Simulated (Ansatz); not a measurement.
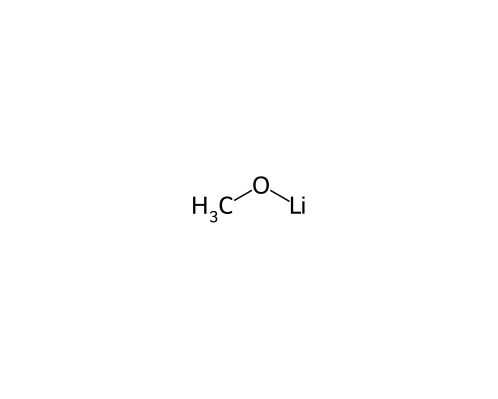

Skeletal drawing of a molecule.

Question: Write the SMILES.

Answer: [Li][O]C

Question: What is the molecular formula?

Answer: CH3LiO.

Question: An optimisation with PBE0-D4/def2-TZVP gave a structure of which point group?

Answer: C3v.

The parts below concern this one geometry. Atoms keep their numbers from picture to picture. Computed geometry: PBE0-D4/def2-TZVP optimisation.

## Vibrations

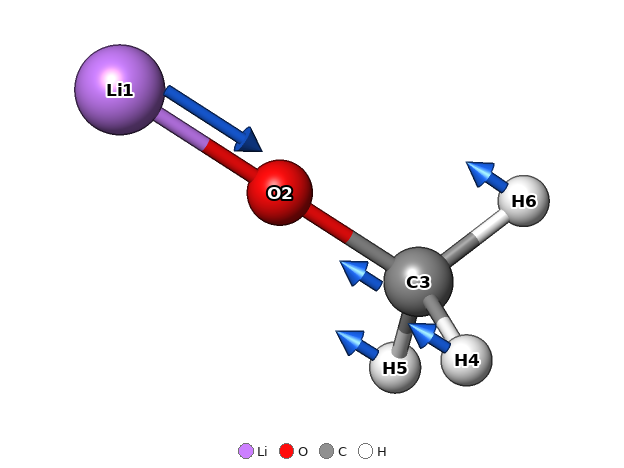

The arrows show one normal mode. Harmonic vibrations computed with RKS PBE0-D4/def2-TZVP (Ansatz 0.2.0) at a stationary point of the same level.

Question: Describe the motion.

Answer: Mostly Li–O stretching.

Question: At what wavenumber does it lie?

Answer: 831 cm⁻¹; it is mode 3 of 12 counted from the lowest.

## Thermal motion

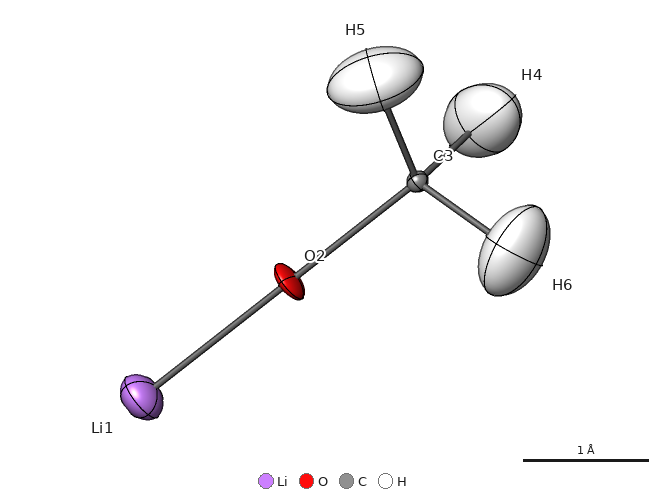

Displacement ellipsoids at the 50 % level, enlarged 2 times, from the internal vibrations of the free molecule (harmonic, no overall translation or rotation; no half-axis is drawn under 0.075 Å). Vibrations computed with RKS PBE0-D4/def2-TZVP (Ansatz 0.2.0). Temperature: 0 K (zero-point motion alone).

Question: Which atom moves most?

Answer: H4, H5, H6, with U_eq = 0.0104 Å².

Question: Does H5 move more along its bond or across it?

Answer: Across it: the root-mean-square amplitude is 0.078 Å along the bond and up to 0.128 Å across, since bending and torsion are softer than stretching.

Give the displacement parameters, one line for each set of equivalent atoms.

```json
{"atom": "Li1", "U_eq (Å²)": "0.0037", "rms amplitudes (Å)": "0.048, 0.066, 0.066"}
{"atom": "O2", "U_eq (Å²)": "0.0022", "rms amplitudes (Å)": "0.022, 0.055, 0.055"}
{"atom": "C3", "U_eq (Å²)": "0.00084", "rms amplitudes (Å)": "0.029, 0.029, 0.029"}
{"atom": "H4, H5, H6", "U_eq (Å²)": "0.0104", "rms amplitudes (Å)": "0.078, 0.094, 0.128"}
```

## Levels of theory compared

Program: Ansatz 0.2.0.

At this fixed geometry, give HOMO energy (eV), HOMO–LUMO gap (eV), dipole (D) at these levels: B3LYP-D4/def2-TZVPP; PBE-D4/def2-TZVPP; r2SCAN-D4/def2-TZVPP; ωB97M-V/def2-TZVPP.

```csv
level,HOMO energy (eV),HOMO–LUMO gap (eV),dipole (D)
B3LYP-D4/def2-TZVPP,−5.48,4.27,5.08
PBE-D4/def2-TZVPP,−4.25,2.77,4.99
r2SCAN-D4/def2-TZVPP,−4.42,3.59,5.26
ωB97M-V/def2-TZVPP,−8.07,7.66,5.15
```
